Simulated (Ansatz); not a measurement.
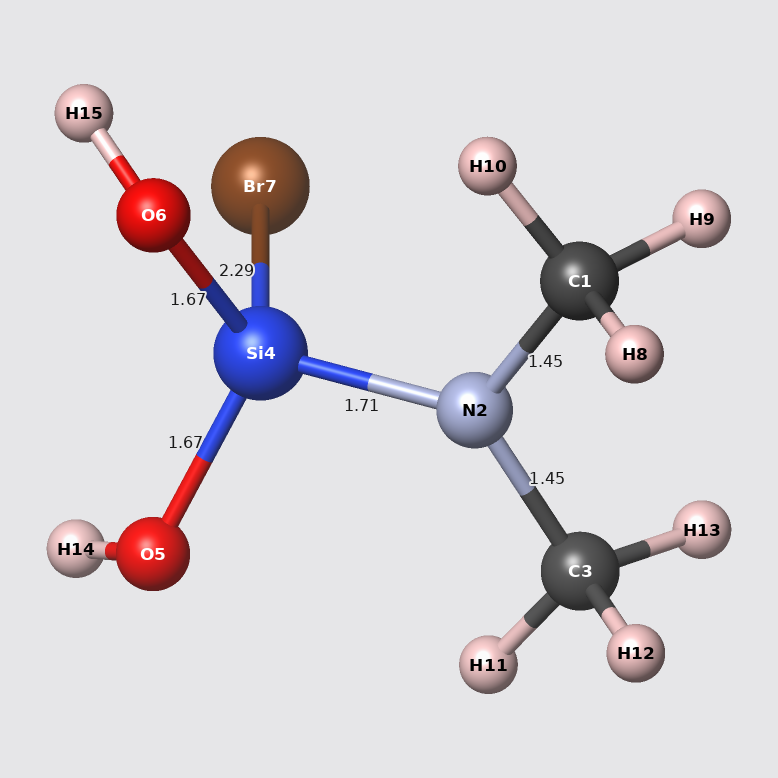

The numbers beside the sticks are distances in Å. Sticks don't show bond order. The computed structure is the end point of a PBE-D4/def2-SVP optimisation. No frequency run is at hand to confirm it as a minimum.

Which of the marked bonds are single, double, triple or aromatic?

C1–N2 single; N2–C3 single; N2–Si4 single; Si4–O5 single; Si4–O6 single; Si4–Br7 single.

Give the structure as SMILES.

CN(C)[Si](O)(O)Br
